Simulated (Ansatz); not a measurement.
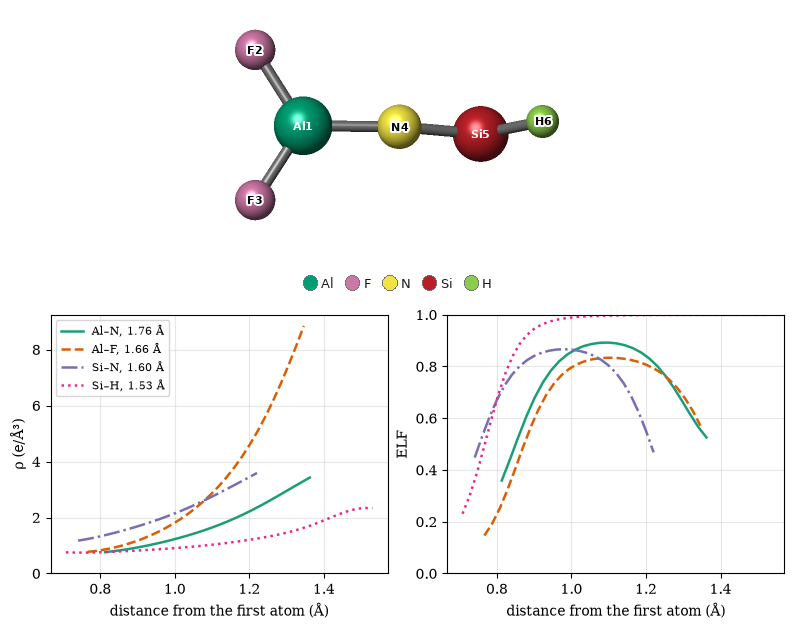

AlF2HNSi (doublet). Total electron density and electron localisation function along straight lines between neighbouring atoms. The curves leave out the atomic cores. The structure is drawn too.

Geometry: B3LYP-D3(BJ)/def2-SVP.

All numbers below come from Ansatz 0.2.0, isolated molecule in a Gaussian basis; Kohn-Sham density functional theory, functional PBE0.

The calculation's input:

```
crystal:
  periodic: [false, false, false]
  atoms:
    - symbol: Al
      position_ang: [0.114623, -2.265724, 1.745898]
    - symbol: F
      position_ang: [1.294341, -3.423551, 1.635897]
    - symbol: F
      position_ang: [-0.468862, -1.683447, 0.308902]
    - symbol: "N"
      position_ang: [-0.452475, -1.659266, 3.294908]
    - symbol: Si
      position_ang: [-1.311667, -1.507296, 4.636602]
    - symbol: H
      position_ang: [-0.889711, -0.368580, 5.567453]
basis:
  gaussian:
    orbitals: def2-TZVPD
magnetization:
  spin_polarized: true
  initial_magnetization: 1
hamiltonian:
  xc: pbe0
output: {forces: true, orbitals: {seedname: orbitals}}
```

Run with:

```sh
ansatz run input.yaml --threads 2 --pin off --max-ram 4350MiB --events-out events.jsonl --progress --plain --runs-dir runs
```

**Compare the contacts.**

Al–N (1.76 Å): ρ is about 0.88 e/Å³ halfway; the ELF peaks at about 0.90 in the valence shell of N, 0.7 Å from its nucleus, and is about 0.60 at the midpoint.
Al–F (1.66 Å): ρ is about 0.9 e/Å³ halfway; the ELF peaks at about 0.85 in the valence shell of F, 0.6 Å from its nucleus, and is about 0.30 at the midpoint.
Si–N (1.60 Å): ρ is about 1.3 e/Å³ halfway; the ELF peaks at about 0.85 between the atoms, as expected for a short, strongly polar bond.
Si–H (1.53 Å): ρ at the midpoint is about 0.75 e/Å³; the ELF climbs to about 1 towards the hydrogen, as it does in any bond to H.
